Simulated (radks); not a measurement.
Te²⁺ (Z = 52, 50 electrons); electrons: [Kr] 4d10 5s2 5p2 (high spin). Level of theory: scalar-relativistic Kohn-Sham, r2SCAN, spin-polarised, spherical densities, finite nucleus. Computed with the in-house radial solver radks.

Wanted: the number of electrons inside radius r (solid) and the radial density 4πr²ρ (dashed).

The count levels off at 50 electrons. Half of them lie within 0.386 bohr, 90 % within 1.41 bohr and 99 % within 3.03 bohr. The radial density has minima at 0.0379, 0.164 and 0.530 bohr, where the count stands at 2.0, 11.2 and 29.0; these part the shells that the density resolves.

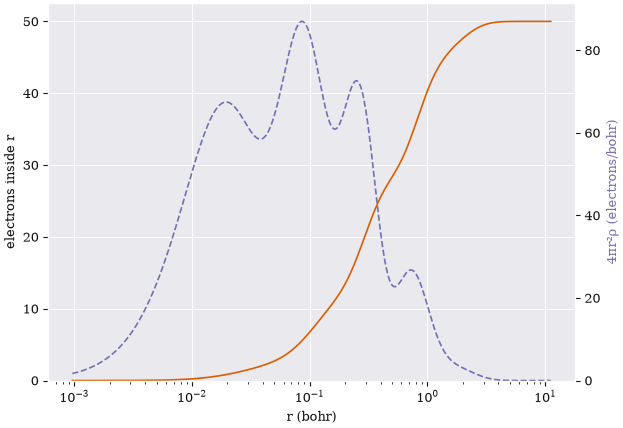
